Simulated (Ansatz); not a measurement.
# One shape, several levels: SiH3O (SMILES [O][SiH3])

We compute a comparison of 6 runs (UHF/STO-3G, U-r2SCAN0/STO-3G, U-revPBE/STO-3G, UMP2/STO-3G, UCCSD/STO-3G, UCCSD(T)/STO-3G) of SiH3O. 

Program for the calculation: Ansatz 0.2.0.

65 further runs of the same task are left out: 16 that didn't finish, 49 set aside as unsound or not needed.

**1. Starting point**

SiH3O: 5 atoms, total charge 0, spin state doublet. SMILES: `[O][SiH3]`. The Si2–O1 distance was set to 1.913 Å, away from the relaxed value.

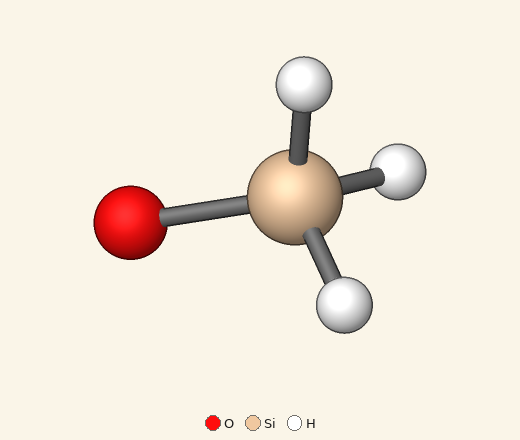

The structure, seen from a chosen angle (oxygen red, silicon light orange, hydrogen white).

**2. A single-point energy at UHF/STO-3G (run 1)**

Input file job.yaml:

```yaml
crystal:
  periodic: [false, false, false]
  atoms:
    - {symbol: O, position_ang: [-1.754344, 0.332861, 0.857817]}
    - {symbol: Si, position_ang: [-0.065850, 0.007840, 0.019870]}
    - {symbol: H, position_ang: [-0.120650, -0.242400, -1.447490]}
    - {symbol: H, position_ang: [0.685890, -1.159260, 0.572930]}
    - {symbol: H, position_ang: [0.917210, 1.125960, 0.164480]}
basis:
  gaussian:
    orbitals: STO-3G
magnetization:
  spin_polarized: true
  initial_magnetization: 1
hamiltonian:
  xc: hf
accuracy: high
```

Started as:

```bash
$ ansatz run job.yaml --threads 1 --pin off --max-ram 2610MiB --events-out events.jsonl --progress --plain --runs-dir runs
```

The program printed:

```text
Warning: RAYON_NUM_THREADS=1 ignored (pool sized by the plan → 1); use --threads N
Functional definition: HF
  name "HF"
  exchange = exact_x
  correlation = 0
290 factors; integrals over basis functions are off by at most 2.8e-8 eV
mean field evaluation 1: about -9824.1548 eV, gradient 1.7e1 eV
mean field evaluation 2: about -9824.1634 eV, gradient 1.7e1 eV
mean field evaluation 4: about -9827.1369 eV, gradient 1.1e0 eV
mean field evaluation 8: about -9827.1766 eV, gradient 4.3e-3 eV
mean field evaluation 16: about -9827.1744 eV, gradient 2.6e-8 eV
mean field evaluation 32: about -9827.1695 eV, gradient 4.2e-1 eV
mean field evaluation 64: about -9827.1725 eV, gradient 1.9e-1 eV
mean field evaluation 96: about -9827.1732 eV, gradient 3.7e-3 eV
mean field -9827.17442566 eV, -361.1419990448 hartree, gradient 2.7e-8 eV, S^2 0.792610; 3 other end points of the search recorded, 0 dependent functions left out
reference -9827.17442566 eV, -361.1419990448 hartree; 13, 12 occupied and 4, 5 virtual orbitals, 290 factors
Total energy: -9827.17442566 eV, -361.1419990448 hartree
```

Wall time 0.24 s (1 thread of Arm Neoverse V1, shared host).

**3. The energy at U-r2SCAN0/STO-3G (run 2)**

Changes to job.yaml since step 2:

```diff
@@ -15,3 +15,3 @@
 hamiltonian:
-  xc: hf
+  xc: {name: r2SCAN0}
 accuracy: high
```

Started as:

```bash
$ ansatz run job.yaml --threads 1 --pin off --max-ram 2610MiB --events-out events.jsonl --progress --plain --runs-dir runs
```

The program printed:

```text
Warning: RAYON_NUM_THREADS=1 ignored (pool sized by the plan → 1); use --threads N
Functional definition: r2SCAN0
  name "r2SCAN0"
  parameter a = 0.25
  parameter k0 = 0.174
  parameter k1 = 0.065
  parameter a1 = 4.9479
  exchange = (1 - a)*r2scan_x(k0 = k0, k1 = k1, a1 = a1) + a*exact_x
  correlation = r2scan_c
290 factors; integrals over basis functions are off by at most 2.8e-8 eV
mean field evaluation 1: about -9848.3090 eV, gradient 1.4e1 eV
mean field evaluation 2: about -9848.4004 eV, gradient 1.4e1 eV
mean field evaluation 4: about -9850.0148 eV, gradient 3.5e-1 eV
mean field evaluation 8: about -9849.9747 eV, gradient 9.4e-3 eV
mean field evaluation 16: about -9849.9747 eV, gradient 9.9e-5 eV
mean field evaluation 32: about -9849.9750 eV, gradient 2.3e-1 eV
mean field -9849.97470771 eV, -361.9798939558 hartree, gradient 2.5e-8 eV, S^2 0.756948; 2 other end points of the search recorded, 0 dependent functions left out
reference -9849.97470828 eV, -361.9798939765 hartree; 13, 12 occupied and 4, 5 virtual orbitals, 290 factors
Total energy: -9849.97470828 eV, -361.9798939765 hartree
```

It took 29 s on 1 thread of Arm Neoverse V1, shared host; peak memory 0.21 GiB.

Runs 3 to 5 aren't shown in full; the table further down has their settings and results.

**4. The energy at UCCSD(T)/STO-3G (run 6)**

Input file molecule.yaml:

```yaml
crystal:
  periodic: [false, false, false]
  atoms:
    - {symbol: O, position_ang: [-1.754344, 0.332861, 0.857817]}
    - {symbol: Si, position_ang: [-0.065850, 0.007840, 0.019870]}
    - {symbol: H, position_ang: [-0.120650, -0.242400, -1.447490]}
    - {symbol: H, position_ang: [0.685890, -1.159260, 0.572930]}
    - {symbol: H, position_ang: [0.917210, 1.125960, 0.164480]}
basis:
  gaussian:
    orbitals: STO-3G
magnetization:
  spin_polarized: true
  initial_magnetization: 1
scf:
  omitted_lower_state_checks: [cluster_reference, increment]
accuracy: high
correlation:
  method: ccsd_t
  frozen_orbitals: {H: 0, O: 1, Si: 5}
```

Started as:

```bash
$ ansatz run molecule.yaml --threads 1 --pin off --max-ram 2610MiB --events-out events.jsonl --progress --plain --runs-dir runs
```

The program printed:

```text
Warning: RAYON_NUM_THREADS=1 ignored (pool sized by the plan → 1); use --threads N
[... 14 lines left out ...]
6 core orbitals not correlated: weight in the atoms' cores, before any rotation towards them, 1.000 or more for the frozen orbitals, at most 0.000 for the correlated occupied ones
[... 42 lines left out ...]
Total energy: -9829.66208433 eV, -361.2334188150 hartree
Checks for a lower state left out: cluster_reference, increment
```

Wall time 0.42 s (1 thread of Arm Neoverse V1, shared host).

**5. All runs side by side**

| run | level | frozen core orbitals | energy (Eh) | ⟨S²⟩ | wall time |
| --- | --- | --- | --- | --- | --- |
| 1 | UHF/STO-3G | – | -361.141999 | 0.793 | 0.24 s |
| 2 | U-r2SCAN0/STO-3G | – | -361.979894 | 0.757 | 29 s |
| 3 | U-revPBE/STO-3G | – | -361.950415 | 0.753 | 9.9 s |
| 4 | UMP2/STO-3G | 6 | -361.200489 | 0.793 | 0.3 s |
| 5 | UCCSD/STO-3G | 6 | -361.232298 | 0.793 | 0.4 s |
| 6 | UCCSD(T)/STO-3G | 6 | -361.233419 | 0.793 | 0.42 s |

**6. What came out**

```
                                          quantity          value
                               run 6: total energy  -361.23342 Eh
run 6: correlation energy (6 core orbitals frozen)      -91.4 mEh
                             run 6: (T) correction      -1.12 mEh
          run 6: ⟨S²⟩ of the reference determinant          0.793
                              run 6: T1 diagnostic          0.016
```

In words: Below the UHF energy at the same shape and in the same basis (STO-3G): UMP2 -58.5 mEh; UCCSD -90.3 mEh; UCCSD(T) -91.4 mEh. Totals of different functionals can't be ranked against each other. In runs 1, 2, 3, 4, 5, 6 the basis is minimal, so the values are rough. All runs together took 41 s, the longest 29 s.
